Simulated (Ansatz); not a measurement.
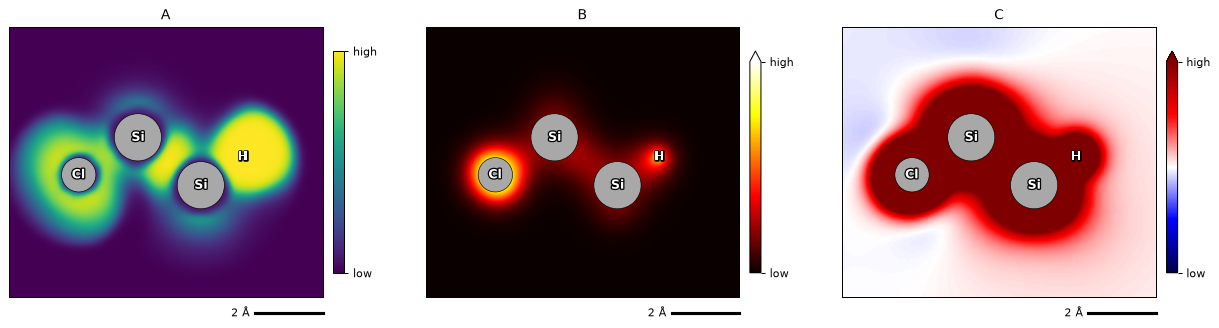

Cl$_{3}$H$_{3}$Si$_{2}$: 3 fields on the plane of atoms Cl3, Si1 and Si5, with unlabelled colour scales. Grey discs cover the atomic cores.

All numbers below come from DFT PBE, Gaussian basis def2-SVP (Ansatz 0.2.0).

**The panels show electron density, electron localisation function and electrostatic potential in some order. Assign them.**

Panel A: electron localisation function. Panel B: electron density. Panel C: electrostatic potential (strongly positive close to the atoms and fading to about zero outside). From the grid: Si–Cl (2.08 Å): ρ at the midpoint is about 0.83 e/Å³; the ELF peaks at about 0.85 between the atoms: a polar covalent bond. Si–Si (2.34 Å): ρ at the midpoint is about 0.65 e/Å³; the ELF peaks at about 1 between the atoms, as expected for a shared electron pair.
